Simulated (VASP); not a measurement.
Band structure of Pt (fcc). These are RPBE GGA, VASP's PBE PAW potentials (set 64) (plane waves; VASP) values and carry that method's errors.

Unless said otherwise, spin-orbit coupling is left out, though it shifts the bands of the heavy elements here.

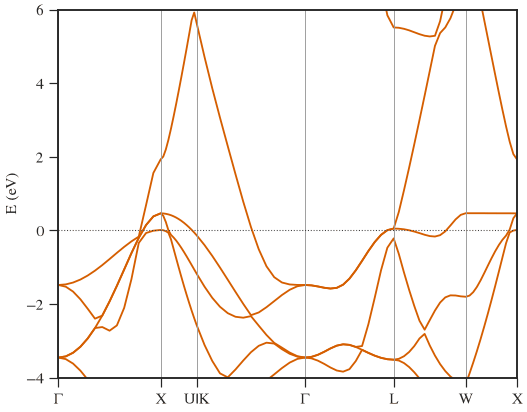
*Bands along high-symmetry lines, zero at the valence-band maximum or, without a gap, the Fermi level*

Q: Read the plot: is there a gap, and where are the band edges?

A: It has no gap at this level: it comes out as a metal or semimetal. (Edges off the drawn lines would not show.)

The compound is Pt in the fcc structure. It was relaxed first, which changed the volume by +5 %.
